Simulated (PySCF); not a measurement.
**One shape, several levels: CH5OSi (SMILES [CH2][SiH2]O)**

We compute a comparison of 4 runs (UHF/STO-3G, UHF/3-21G, UB3LYP/6-31G*, USCS-MP2/def2-SVPD) of CH5OSi. 

Program for the calculation: PySCF 2.14.0.

3 further runs of the same task are left out: 3 set aside as unsound or not needed. Runs told in other sessions of the task aren't counted.

## (1) The system as given

CH5OSi has 8 atoms, charge 0, and is taken as a doublet. SMILES: `[CH2][SiH2]O`. The coordinates come from a PBE0-D4/def2-TZVP relaxation. This is one conformer, not always the lowest.

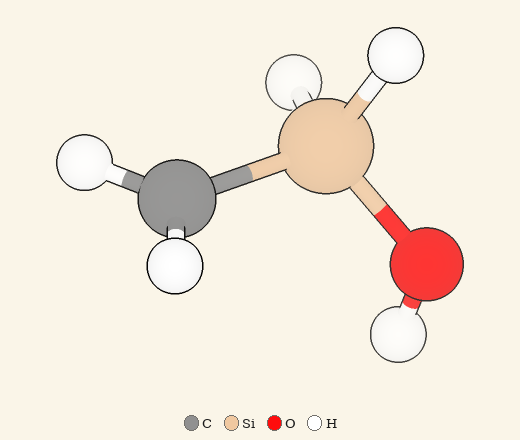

Viewed from a chosen angle; carbon grey, silicon light orange, oxygen red, hydrogen white.

## (2) A single-point energy at UHF/STO-3G (run 1)

input.py

```python
from pyscf import gto

molecule = gto.Mole()
molecule.atom = '''
C     -1.627999     0.978500    -1.495529
Si     1.235881    -0.009827     0.209949
O      0.572209    -1.368918     2.937390
H     -1.834546     0.787638    -3.528119
H     -3.218393     1.873663    -0.554257
H      2.826274     2.194161     0.908202
H      2.704198    -1.723997    -1.473608
H     -0.483392    -2.838936     2.890147
'''
molecule.charge = 0
molecule.verbose = 3
molecule.unit = 'bohr'
molecule.spin = 1
molecule.max_memory = 1860
molecule.basis = 'sto-3g'
molecule.build()

mf = molecule.UHF()
mf.conv_tol = 1e-10
mf.kernel()
if not mf.converged:
    mf = mf.newton().run(mf.mo_coeff, mf.mo_occ)

energy = mf.e_tot
print(f'total energy: {energy:.8f} hartree')
```

Launch:

```sh
$ OMP_NUM_THREADS=1 python input.py
```

Log:

```text
converged SCF energy = -399.71844038625  <S^2> = 0.76646798  2S+1 = 2.0164007
total energy: -399.71844039 hartree
```

Run time: 0.5 s. Hardware: 1 thread of AMD EPYC 9R45 (Zen 5), shared host; peak memory 0.12 GiB.

## (3) A single-point energy at UHF/3-21G (run 2)

job.py

```python
from pyscf import gto, scf

mol = gto.Mole()
mol.atom = '''
C       -0.861500       0.517800      -0.791400
Si       0.654000      -0.005200       0.111100
O        0.302800      -0.724400       1.554400
H       -0.970800       0.416800      -1.867000
H       -1.703100       0.991500      -0.293300
H        1.495600       1.161100       0.480600
H        1.431000      -0.912300      -0.779800
H       -0.255800      -1.502300       1.529400
'''
mol.basis = '3-21g'
mol.spin = 1
mol.max_memory = 1860
mol.verbose = 4
mol.build()

myscf = scf.UHF(mol)
myscf.conv_tol = 1e-10
myscf.kernel()
if not myscf.converged:
    myscf = myscf.newton().run(myscf.mo_coeff, myscf.mo_occ)

etot = myscf.e_tot
print(f'total energy: {etot:.8f} hartree')
```

Launch:

```sh
$ OMP_NUM_THREADS=1 python job.py
```

Log:

```text
PySCF version 2.14.0

[... 92 lines left out ...]
converged SCF energy = -402.394237495784  <S^2> = 0.76090216  2S+1 = 2.0108726
total energy: -402.39423750 hartree
```

Run time: 0.46 s. Hardware: 1 thread of AMD EPYC 9R45 (Zen 5), shared host; peak memory 0.11 GiB.

Run 3 isn't shown in full; the table further down has it.

## (4) A single-point energy at USCS-MP2/def2-SVPD (run 4)

job.py

```python
from pyscf import gto, scf, mp

molecule = gto.M(
    atom=[
    ('C', (-0.861500, 0.517800, -0.791400)),
    ('Si', (0.654000, -0.005200, 0.111100)),
    ('O', (0.302800, -0.724400, 1.554400)),
    ('H', (-0.970800, 0.416800, -1.867000)),
    ('H', (-1.703100, 0.991500, -0.293300)),
    ('H', (1.495600, 1.161100, 0.480600)),
    ('H', (1.431000, -0.912300, -0.779800)),
    ('H', (-0.255800, -1.502300, 1.529400)),
],
    max_memory=1860,
    verbose=3,
    basis='def2-svpd',
    spin=1,
    charge=0,
)

mf = scf.UHF(molecule)
mf.conv_tol = 1e-10
mf.kernel()
if not mf.converged:
    mf = mf.newton().run(mf.mo_coeff, mf.mo_occ)

pt = mp.MP2(mf, frozen=7).run()
e_tot = mf.e_tot + 1.2 * pt.e_corr_os + pt.e_corr_ss / 3
print('E = %.10f Eh' % e_tot)
```

Launch:

```sh
$ OMP_NUM_THREADS=1 python job.py
```

Log:

```text
converged SCF energy = -404.406522010104  <S^2> = 0.76028577  2S+1 = 2.0102595
E(UMP2) = -404.829839134548  E_corr = -0.423317124443242
E(SCS-UMP2) = -404.830222412408  E_corr = -0.423700402303553
E = -404.8302224124 Eh
```

It took 3.3 s on 1 thread of AMD EPYC 9R45 (Zen 5), shared host; peak memory 0.3 GiB.

## (5) The series

```
run                                level  integration grid  frozen core orbitals  energy (Eh)  dipole moment (D) of the reference  HOMO energy (eV)  LUMO energy (eV)  wall time
  1                           UHF/STO-3G                 –                     –  -399.718440                                1.35             -9.06              8.24      0.5 s
  2                            UHF/3-21G                 –                     –  -402.394237                                2.27            -10.66              2.43     0.46 s
  3  UB3LYP/6-31G* (spherical functions)                 5                     –  -405.798936                                1.91             -6.53             -2.48      8.7 s
  4                   USCS-MP2/def2-SVPD                 –                     7  -404.830222                                1.89            -10.66              1.61      3.3 s
```

## (6) Outcome

| quantity | value |
| --- | --- |
| run 4: total energy | -404.83022 Eh |
| run 4: dipole moment (Hartree–Fock density) | 1.89 D |
| run 4: HOMO energy (Hartree–Fock orbitals) (highest over α and β) | -10.66 eV |
| run 4: LUMO energy (Hartree–Fock orbitals) (lowest over α and β) | 1.61 eV |
| run 4: correlation energy (7 core orbitals frozen) | -423.7 mEh |
| run 4: ⟨S²⟩ of the reference determinant | 0.760 |

Over runs 1, 2, 3 the dipole moment (its size) runs from 1.35 D (UHF/STO-3G) to 2.27 D (UHF/3-21G). In run 1 the basis is minimal, so the values are rough. All runs together took 13 s, the longest 8.7 s.
